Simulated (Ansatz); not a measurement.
# GeSi8O16: geometry relaxation (part 3 of 3)

GeSi8O16 (defect cell, 25 atoms in the cell); DFT PBE, scalar-relativistic, plane waves, PAW, PAW set soft_1, no spin polarisation (Ansatz 0.2.0); cutoff 420 eV, 2×2×2 k-mesh, Fermi–Dirac smearing of 0.02 eV. The structure derives from an entry of the Crystallography Open Database. It belongs to a series of runs on one base structure; here: end point B relaxed.

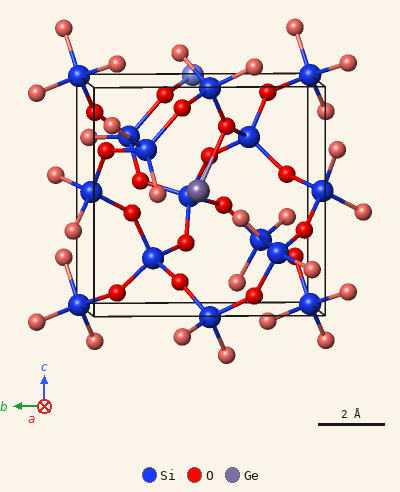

The geometry at step 20 of the log (ball-and-stick view of the cell of the calculation, seen at an oblique angle; neighbours outside the cell are drawn fainter).

Results in brief:

- outcome: converged
- electrons treated: 142
- free energy: −18483.0139 eV
- Fermi energy: 6.639 eV
- final volume: 346.90 Å³
- largest force (length of the vector) at the end: 0.014 eV/Å
- hardware: 2 threads of Intel Xeon (Granite Rapids), 16 GiB of memory available, shared host
- wall time: 63 s (CPU time 2 min)
- peak memory: 0.85 GiB
